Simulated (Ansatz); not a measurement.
# GaBr+ (doublet): one geometry, many settings

Aim: run GaBr+ (doublet) at one geometry under a spread of methods and options, and see what each costs and gives.

Method: the settings change from run to run; program: Ansatz 0.2.0, Gaussian basis.

13 further runs of the same task are left out: 4 for a known fault of the program, 3 that didn't finish, 6 set aside as unsound or not needed. Runs told in other sessions of the task aren't counted.

## Step 1: The geometry

The geometry is a PBE0/def2-TZVP stationary point (not a proven minimum). No spin-orbit coupling is included. The filled d shell of Ga, Br may be among the frozen orbitals whatever the setting's name suggests.

2 atoms, charge 1, spin multiplicity 2.

Atoms are counted from 1 here; the program's logs count them from 0.

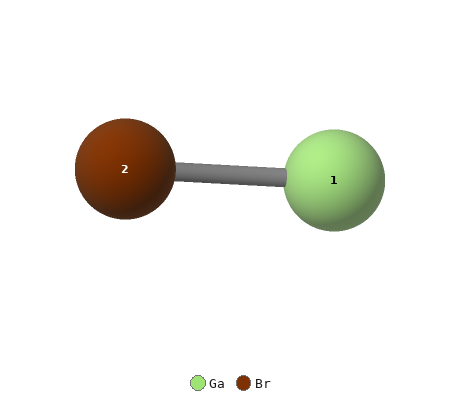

The structure; gallium green, bromine brown; atoms are numbered from 1 in the order of the file.

## Step 2: MRCISD+Q(7,4)/6-31G

Input file in.yaml:

```yaml
crystal:
  periodic: [false, false, false]
  atoms:
    - {symbol: Ga, position_ang: [0.000000, 0.000000, 0.000000]}
    - {symbol: Br, position_ang: [0.000000, 0.000000, 2.245200]}
basis:
  gaussian: {orbitals: 6-31G, fitting: {mean_field: def2-universal-jkfit}}
total_charge: 1
magnetization: {spin_polarized: false, initial_magnetization: 1}
correlation: {method: fic_mrcisd_q, electrons: outside_noble_gas, active_space: {window: {electrons: 7, orbitals: 4}, states: [{multiplicity: 2, weights: [0.5, 0.5]}], root: 0}}
```

Started as:

```bash
$ ansatz run in.yaml --threads 1 --pin off --events-out ev --progress --plain --max-ram 2393MiB
```

Log (excerpt; [...] marks lines left out):

```text
Functional definition: HF
  name "HF"
  cite "Fock, Z. Phys. 61, 126 (1930) doi:10.1007/BF01340294"
  parent pbe
[...]
532 factors; integrals over basis functions are off by at most 1.1e-3 eV
[...]
mean field -122307.51793834 eV, -4494.7183812207 hartree, gradient 3.9e-6 eV, S^2 0.750000; 5 other end points of the search recorded, 0 dependent functions left out
reference -122307.51793834 eV, -4494.7183812207 hartree; 33, 32 occupied and 25, 26 virtual orbitals, 532 factors
state -122307.07951867 eV, -4494.7022695949 hartree
state -122305.86512698 eV, -4494.6576415234 hartree
contracted CI cycle   1: correlation 0.00000000 eV, 0.0000000000 hartree, residual 1.08e1 eV
contracted CI cycle   2: correlation -2.13875585 eV, -0.0785978279 hartree, residual 2.33e0 eV
contracted CI cycle   3: correlation -2.29010744 eV, -0.0841598961 hartree, residual 6.73e-1 eV
contracted CI cycle   4: correlation -2.29896308 eV, -0.0844853348 hartree, residual 1.57e-1 eV
contracted CI cycle   5: correlation -2.29951988 eV, -0.0845057968 hartree, residual 4.21e-2 eV
contracted CI cycle   6: correlation -2.29956160 eV, -0.0845073301 hartree, residual 1.18e-2 eV
contracted CI cycle   7: correlation -2.29956439 eV, -0.0845074328 hartree, residual 2.66e-3 eV
contracted CI cycle   8: correlation -2.29956453 eV, -0.0845074378 hartree, residual 6.58e-4 eV
state -122307.07951867 eV, -4494.7022695949 hartree; corrected -122309.60875968 eV, -4494.7952174879 hartree
contracted CI cycle   1: correlation 0.00000000 eV, 0.0000000000 hartree, residual 1.05e1 eV
contracted CI cycle   2: correlation -1.73709672 eV, -0.0638371271 hartree, residual 2.43e0 eV
contracted CI cycle   3: correlation -1.94167905 eV, -0.0713553889 hartree, residual 1.03e0 eV
contracted CI cycle   4: correlation -1.96366939 eV, -0.0721635191 hartree, residual 3.44e-1 eV
contracted CI cycle   5: correlation -1.96599711 eV, -0.0722490613 hartree, residual 8.88e-2 eV
contracted CI cycle   6: correlation -1.96617779 eV, -0.0722557011 hartree, residual 3.21e-2 eV
contracted CI cycle   7: correlation -1.96619667 eV, -0.0722563947 hartree, residual 9.81e-3 eV
contracted CI cycle   8: correlation -1.96619901 eV, -0.0722564810 hartree, residual 3.91e-3 eV
contracted CI cycle   9: correlation -1.96619936 eV, -0.0722564936 hartree, residual 1.54e-3 eV
contracted CI cycle  10: correlation -1.96619940 eV, -0.0722564952 hartree, residual 4.83e-4 eV
state -122305.86512698 eV, -4494.6576415234 hartree; corrected -122307.97657077 eV, -4494.7352356517 hartree
WARN: 2 active orbitals are nearly empty or full. The corrections depend on them more than the energy does, and are more stable in an active space without them
Total energy: -122309.60875968 eV, -4494.7952174879 hartree
```

Run time: 7.5 s. Hardware: 1 thread of INTEL XEON PLATINUM 8581C at 2.30GHz, shared host.

From the report: 2 determinants; active occupations (of the averaged states) 2.00, 2.00, 1.50, 1.50. The report marks this result as in doubt.

## Step 3: MRCISD+Q(relaxed)(1,2)/STO-3G

Input file in.yaml:

```yaml
crystal:
  periodic: [false, false, false]
  atoms:
    - {symbol: Ga, position_ang: [0.000000, 0.000000, 0.000000]}
    - {symbol: Br, position_ang: [0.000000, 0.000000, 2.245200]}
basis:
  gaussian: {orbitals: STO-3G}
total_charge: 1
magnetization: {spin_polarized: false, initial_magnetization: 1}
correlation: {method: fic_mrcisd_q_relaxed, electrons: outside_noble_gas, active_space: {window: {electrons: 1, orbitals: 2}}}
```

Launched as before.

Log (excerpt; [...] marks lines left out):

```text
Functional definition: HF
  name "HF"
  cite "Fock, Z. Phys. 61, 126 (1930) doi:10.1007/BF01340294"
  parent pbe
[...]
353 factors; integrals over basis functions are off by at most 1.4e-5 eV
[...]
mean field -120967.44125457 eV, -4445.4714714288 hartree, gradient 1.2e-6 eV, S^2 0.750000; 13 other end points of the search recorded, 0 dependent functions left out
reference -120967.44125457 eV, -4445.4714714288 hartree; 33, 32 occupied and 3, 4 virtual orbitals, 353 factors
state -120967.44125457 eV, -4445.4714714288 hartree
contracted CI cycle   1: correlation 0.00000000 eV, 0.0000000000 hartree, residual 6.23e0 eV
contracted CI cycle   2: correlation -1.33933690 eV, -0.0492197232 hartree, residual 2.13e0 eV
contracted CI cycle   3: correlation -1.58006053 eV, -0.0580661534 hartree, residual 7.13e-1 eV
contracted CI cycle   4: correlation -1.60743349 eV, -0.0590720912 hartree, residual 2.15e-1 eV
contracted CI cycle   5: correlation -1.60957124 eV, -0.0591506521 hartree, residual 7.10e-2 eV
contracted CI cycle   6: correlation -1.60979999 eV, -0.0591590584 hartree, residual 2.58e-2 eV
contracted CI cycle   7: correlation -1.60982713 eV, -0.0591600560 hartree, residual 1.13e-2 eV
contracted CI cycle   8: correlation -1.60983270 eV, -0.0591602605 hartree, residual 3.72e-3 eV
contracted CI cycle   9: correlation -1.60983320 eV, -0.0591602787 hartree, residual 1.13e-3 eV
state -120967.44125457 eV, -4445.4714714288 hartree; corrected -120969.19857639 eV, -4445.5360518145 hartree
WARN: 1 active orbitals are nearly empty or full. The corrections depend on them more than the energy does, and are more stable in an active space without them
Total energy: -120969.19857639 eV, -4445.5360518145 hartree
```

It took 4 s on 1 thread of INTEL XEON PLATINUM 8581C at 2.30GHz, shared host.

From the report: 1 determinant; active occupations 1.00, 0.00. The report marks this result as in doubt.

## Step 4: CCSD on UHF/pcseg-2

Input file in.yaml:

```yaml
crystal:
  periodic: [false, false, false]
  atoms:
    - {symbol: Ga, position_ang: [0.000000, 0.000000, 0.000000]}
    - {symbol: Br, position_ang: [0.000000, 0.000000, 2.245200]}
basis:
  gaussian: {orbitals: pcseg-2}
total_charge: 1
magnetization: {spin_polarized: true, initial_magnetization: 1}
correlation: {method: ccsd, electrons: outside_noble_gas}
```

The command is unchanged.

Log (excerpt; [...] marks lines left out):

```text
Functional definition: HF
  name "HF"
  cite "Fock, Z. Phys. 61, 126 (1930) doi:10.1007/BF01340294"
  parent pbe
[...]
575 factors; integrals over basis functions are off by at most 1.3e-3 eV
[...]
mean field -122327.53925275 eV, -4495.4541509546 hartree, gradient 3.3e-6 eV, S^2 0.771593; 6 other end points of the search recorded, 0 dependent functions left out
determinant -122327.53925275 eV, -4495.4541509546 hartree, with singles and doubles -122333.05933137 eV, -4495.6570101019 hartree
determinant -122325.94656930 eV, -4495.3956209172 hartree, with singles and doubles -122331.42834452 eV, -4495.5970724409 hartree
28 core orbitals not correlated: weight in the atoms' cores, before any rotation towards them, 0.991 or more for the frozen orbitals, at most 0.008 for the correlated occupied ones
reference -122327.53925275 eV, -4495.4541509546 hartree; 5, 4 occupied and 53, 54 virtual orbitals, 575 factors
second order -4.97269501 eV of doubles, -0.00000000 eV of singles
cycle   1  -5.49376222 eV  change   -1.8e-1 eV  update   1.8e-2
[...]
cycle   9  -5.50521945 eV  change    1.5e-6 eV  update   9.8e-6
Total energy: -122333.04447220 eV, -4495.6564640377 hartree
```

Run time: 11 s. Hardware: 1 thread of INTEL XEON PLATINUM 8581C at 2.30GHz, shared host.

From the report: ⟨S²⟩ of the determinant 0.772 (pure doublet: 0.75); correlation -5.5052 eV; T1 0.019; largest double amplitude 0.05.

## Step 5: CASSCF(7,7)/6-31G

Input file in.yaml:

```yaml
crystal:
  periodic: [false, false, false]
  atoms:
    - {symbol: Ga, position_ang: [0.000000, 0.000000, 0.000000]}
    - {symbol: Br, position_ang: [0.000000, 0.000000, 2.245200]}
basis:
  gaussian: {orbitals: 6-31G, point_charges: [{charge: 1.00, position_ang: [4.456, -0.969, 0.362]}]}
total_charge: 1
magnetization: {spin_polarized: false, initial_magnetization: 1}
correlation: {active_space: {window: {electrons: 7, orbitals: 7}}}
```

Launched as before.

Log:

```text
Functional definition: HF
  name "HF"
  cite "Fock, Z. Phys. 61, 126 (1930) doi:10.1007/BF01340294"
  parent pbe
  exchange = exact_x
  correlation = 0
517 factors; integrals over basis functions are off by at most 5.6e-4 eV
mean field evaluation 1: about -122301.7133 eV, gradient 2.4e1 eV
mean field evaluation 2: about -122301.7180 eV, gradient 2.4e1 eV
mean field evaluation 4: about -122304.3479 eV, gradient 1.7e0 eV
mean field evaluation 8: about -122304.4162 eV, gradient 2.6e-1 eV
mean field evaluation 16: about -122303.0282 eV, gradient 6.0e-2 eV
mean field evaluation 32: about -122304.0132 eV, gradient 3.6e0 eV
mean field -122304.41852307 eV, -4494.6044798103 hartree, gradient 2.0e-6 eV, S^2 0.750000; 5 other end points of the search recorded, 0 dependent functions left out
reference -122304.41852307 eV, -4494.6044798103 hartree; 33, 32 occupied and 25, 26 virtual orbitals, 517 factors
state -122305.58278923 eV, -4494.6472658025 hartree
Total energy: -122305.58278923 eV, -4494.6472658025 hartree
```

Run time: 4.9 s. Hardware: 1 thread of INTEL XEON PLATINUM 8581C at 2.30GHz, shared host.

From the report: 1,225 determinants; active occupations 1.98, 1.98, 1.95, 1.01, 0.03, 0.03, 0.03.

## Step 6: MP2 on ROHF/def2-SVP

Input file in.yaml:

```yaml
crystal:
  periodic: [false, false, false]
  atoms:
    - {symbol: Ga, position_ang: [0.000000, 0.000000, 0.000000]}
    - {symbol: Br, position_ang: [0.000000, 0.000000, 2.245200]}
basis:
  gaussian: {orbitals: def2-SVP}
total_charge: 1
magnetization: {spin_polarized: false, initial_magnetization: 1}
correlation: {method: mp2, electrons: outside_noble_gas}
scf: {lower_state_search: off}
output: {forces: true}
```

Launched as before.

Log (excerpt; [...] marks lines left out):

```text
Functional definition: HF
  name "HF"
  cite "Fock, Z. Phys. 61, 126 (1930) doi:10.1007/BF01340294"
  parent pbe
[...]
622 factors; integrals over basis functions are off by at most 5.7e-4 eV
[...]
mean field -122311.30523341 eV, -4494.8575617473 hartree, gradient 6.5e-6 eV, S^2 0.750000; 0 other end points of the search recorded, 0 dependent functions left out
28 core orbitals not correlated: weight in the atoms' cores, before any rotation towards them, 0.993 or more for the frozen orbitals, at most 0.006 for the correlated occupied ones
reference -122311.30523341 eV, -4494.8575617473 hartree; 5, 4 occupied and 31, 32 virtual orbitals, 622 factors
second order -3.91318760 eV of doubles, -0.03682504 eV of singles
[...]
Total energy: -122315.25524604 eV, -4495.0027220341 hartree
Atom 0 at     0.000000     0.000000     0.000000 Å, force    -0.000000    -0.000000     0.048968 eV/Å
Atom 1 at     0.000000     0.000000     2.245200 Å, force     0.000000     0.000000    -0.048968 eV/Å
Dipole moment:    -0.000000    -0.000000    -1.006260 e Å
Checks for a lower state left out: starts, cluster_reference, orbital_swaps, neighbouring_geometries, increment
```

Wall time 1.6 s (1 thread of INTEL XEON PLATINUM 8581C at 2.30GHz, shared host).

## Step 7: MP2 on ROHF/6-31G*

Edit in.yaml of step 6 so:

```diff
@@ -6,3 +6,3 @@
 basis:
-  gaussian: {orbitals: def2-SVP}
+  gaussian: {orbitals: "6-31G*"}
 total_charge: 1
@@ -11,2 +11 @@
 scf: {lower_state_search: off}
-output: {forces: true}
```

Launched as before.

Log (excerpt; [...] marks lines left out):

```text
Functional definition: HF
  name "HF"
  cite "Fock, Z. Phys. 61, 126 (1930) doi:10.1007/BF01340294"
  parent pbe
[...]
642 factors; integrals over basis functions are off by at most 5.9e-4 eV
[...]
mean field -122310.55964948 eV, -4494.8301620435 hartree, gradient 2.9e-6 eV, S^2 0.750000; 0 other end points of the search recorded, 0 dependent functions left out
28 core orbitals not correlated: weight in the atoms' cores, before any rotation towards them, 0.993 or more for the frozen orbitals, at most 0.006 for the correlated occupied ones
reference -122310.55964948 eV, -4494.8301620435 hartree; 5, 4 occupied and 37, 38 virtual orbitals, 642 factors
second order -3.78980700 eV of doubles, -0.03868802 eV of singles
Total energy: -122314.38814451 eV, -4494.9708566406 hartree
Checks for a lower state left out: stability, starts, cluster_reference, orbital_swaps, neighbouring_geometries, increment
```

Run time: 0.99 s. Hardware: 1 thread of INTEL XEON PLATINUM 8581C at 2.30GHz, shared host.

## Step 8: MP2 on ROHF/6-31G

Edit in.yaml of step 7 so:

```diff
@@ -6,6 +6,7 @@
 basis:
-  gaussian: {orbitals: "6-31G*"}
+  gaussian: {orbitals: 6-31G}
 total_charge: 1
 magnetization: {spin_polarized: false, initial_magnetization: 1}
+hamiltonian: {pseudopotentials: {relativity: none}}
 correlation: {method: mp2, electrons: outside_noble_gas}
-scf: {lower_state_search: off}
+output: {forces: true}
```

Launched as before.

Log (excerpt; [...] marks lines left out):

```text
Functional definition: HF
  name "HF"
  cite "Fock, Z. Phys. 61, 126 (1930) doi:10.1007/BF01340294"
  parent pbe
[...]
517 factors; integrals over basis functions are off by at most 5.6e-4 eV
[...]
mean field -122307.52520095 eV, -4494.7186481168 hartree, gradient 3.0e-6 eV, S^2 0.750000; 5 other end points of the search recorded, 0 dependent functions left out
[...]
28 core orbitals not correlated: weight in the atoms' cores, before any rotation towards them, 0.987 or more for the frozen orbitals, at most 0.011 for the correlated occupied ones
reference -122307.52520095 eV, -4494.7186481168 hartree; 5, 4 occupied and 25, 26 virtual orbitals, 517 factors
second order -1.59672917 eV of doubles, -0.04537219 eV of singles
[...]
Total energy: -122309.16730231 eV, -4494.7789942286 hartree
Atom 0 at     0.000000     0.000000     0.000000 Å, force    -0.000000    -0.000000    -1.150145 eV/Å
Atom 1 at     0.000000     0.000000     2.245200 Å, force     0.000000     0.000000     1.150145 eV/Å
Dipole moment:    -0.000000     0.000000    -1.058492 e Å
```

Run time: 3.8 s. Hardware: 1 thread of INTEL XEON PLATINUM 8581C at 2.30GHz, shared host.

## Step 9: BCCD on ROHF/aug-cc-pVDZ

Input file in.yaml:

```yaml
crystal:
  periodic: [false, false, false]
  atoms:
    - {symbol: Ga, position_ang: [0.000000, 0.000000, 0.000000]}
    - {symbol: Br, position_ang: [0.000000, 0.000000, 2.245200]}
basis:
  gaussian: {orbitals: aug-cc-pVDZ}
total_charge: 1
magnetization: {spin_polarized: false, initial_magnetization: 1}
hamiltonian: {pseudopotentials: {relativity: scalar}}
correlation: {method: bccd, electrons: outside_noble_gas, diis_vectors: 4}
```

Same command.

Log (excerpt; [...] marks lines left out):

```text
Functional definition: HF
  name "HF"
  cite "Fock, Z. Phys. 61, 126 (1930) doi:10.1007/BF01340294"
  parent pbe
[...]
804 factors; integrals over basis functions are off by at most 9.1e-4 eV
[...]
mean field -123405.09686614 eV, -4535.0536628515 hartree, gradient 2.6e-6 eV, S^2 0.750000; 5 other end points of the search recorded, 0 dependent functions left out
[...]
determinant -123405.09686614 eV, -4535.0536628515 hartree, with singles and doubles -123409.50670127 eV, -4535.2157213035 hartree
determinant -123403.64842363 eV, -4535.0004335712 hartree, with singles and doubles -123408.00364261 eV, -4535.1604849169 hartree
28 core orbitals not correlated: weight in the atoms' cores, before any rotation towards them, 0.993 or more for the frozen orbitals, at most 0.006 for the correlated occupied ones
reference -123405.09686614 eV, -4535.0536628515 hartree; 5, 4 occupied and 39, 40 virtual orbitals, 804 factors
second order -3.91982816 eV of doubles, -0.04552746 eV of singles
cycle   1  -4.40985600 eV  change   -1.1e-1 eV  update   2.0e-2
[...]
cycle  10  -4.41451029 eV  change   -2.7e-6 eV  update   8.4e-6
Total energy: -123409.51137643 eV, -4535.2158931126 hartree
Relativity: scalar
```

Wall time 8.5 s (1 thread of INTEL XEON PLATINUM 8581C at 2.30GHz, shared host).

From the report: correlation -4.4145 eV; largest double amplitude 0.05.

## Step 10: CCSD on UHF/cc-pVTZ

Input file in.yaml:

```yaml
crystal:
  periodic: [false, false, false]
  atoms:
    - {symbol: Ga, position_ang: [0.000000, 0.000000, 0.000000]}
    - {symbol: Br, position_ang: [0.000000, 0.000000, 2.245200]}
basis:
  gaussian: {orbitals: cc-pVTZ, fitting: {mean_field: def2-universal-jkfit}}
total_charge: 1
magnetization: {spin_polarized: true, initial_magnetization: 1}
correlation: {method: ccsd, electrons: outside_noble_gas}
scf: {lower_state_search: off}
output: {forces: true}
```

Same command.

Log (excerpt; [...] marks lines left out):

```text
Functional definition: HF
  name "HF"
  cite "Fock, Z. Phys. 61, 126 (1930) doi:10.1007/BF01340294"
  parent pbe
[...]
532 factors; integrals over basis functions are off by at most 2.7e-1 eV
[...]
mean field -122329.11663917 eV, -4495.5121188360 hartree, gradient 2.6e-6 eV, S^2 0.771700; 0 other end points of the search recorded, 0 dependent functions left out
28 core orbitals not correlated: weight in the atoms' cores, before any rotation towards them, 0.992 or more for the frozen orbitals, at most 0.007 for the correlated occupied ones
reference -122329.11663917 eV, -4495.5121188360 hartree; 5, 4 occupied and 53, 54 virtual orbitals, 532 factors
second order -4.98099174 eV of doubles, -0.00000000 eV of singles
cycle   1  -5.33394123 eV  change   -3.5e-1 eV  update   6.1e-2
[...]
cycle  13  -5.51758137 eV  change   -2.1e-7 eV  update   6.7e-7
[...]
Total energy: -122334.63422054 eV, -4495.7148862114 hartree
Atom 0 at     0.000000     0.000000     0.000000 Å, force     0.000000     0.000000    -0.210523 eV/Å
Atom 1 at     0.000000     0.000000     2.245200 Å, force    -0.000000    -0.000000     0.210523 eV/Å
Dipole moment:     0.000000    -0.000000    -0.958344 e Å
Checks for a lower state left out: starts, cluster_reference, orbital_swaps, neighbouring_geometries, increment
```

Wall time 7 s (1 thread of INTEL XEON PLATINUM 8581C at 2.30GHz, shared host); peak memory 0.26 GiB.

From the report: ⟨S²⟩ of the determinant 0.772 (pure doublet: 0.75); correlation -5.5176 eV; T1 0.019; largest double amplitude 0.05.

## Step 11: The runs in one table

Where basis and cores are those of an earlier UCCSDT(Q)/cc-pVTZ run (-122334.9176 eV), and the records show the same count of frozen orbitals and kind of state, the miss against it is given; a blank cell means that this couldn't be shown. † marks a result that the program doubts.

| level | correlated | functions | energy (eV) | from UCCSDT(Q) (meV) | time |
| --- | --- | --- | --- | --- | --- |
| MRCISD+Q(7,4)/6-31G (lowest root of an average) † | outside noble gas | 58 | -122309.6088 |  | 7.5 s |
| MRCISD+Q(relaxed)(1,2)/STO-3G † | outside noble gas | 36 | -120969.1986 |  | 4 s |
| CCSD on UHF/pcseg-2 | outside noble gas | 86 | -122333.0445 |  | 11 s |
| CASSCF(7,7)/6-31G (beside a point charge) |  | 58 | -122305.5828 |  | 4.9 s |
| MP2 on ROHF/def2-SVP | outside noble gas | 64 | -122315.2552 |  | 1.6 s |
| MP2 on ROHF/6-31G* | outside noble gas | 70 | -122314.3881 |  | 0.99 s |
| MP2 on ROHF/6-31G | outside noble gas | 58 | -122309.1673 |  | 3.8 s |
| BCCD on ROHF/aug-cc-pVDZ (relativity set) | outside noble gas | 72 | -123409.5114 |  | 8.5 s |
| CCSD on UHF/cc-pVTZ | outside noble gas | 86 | -122334.6342 | 283.4 | 7 s |

## Step 12: Summary of results

```
quantity                       value
    runs                           9
quickest  MP2 on ROHF/6-31G*, 0.99 s
 slowest   CCSD on UHF/pcseg-2, 11 s
```

Total energies in different bases, with other cores or another treatment of relativity can't be set against each other. «valence» and «outside noble gas» are the program's key words; the logs give how many orbitals each freezes, and for Ga to Kr the 3d shell needn't follow the word's plain sense. CCSD on UHF/pcseg-2 took 11 times as long as MP2 on ROHF/6-31G*; the jobs differ in more than the method.
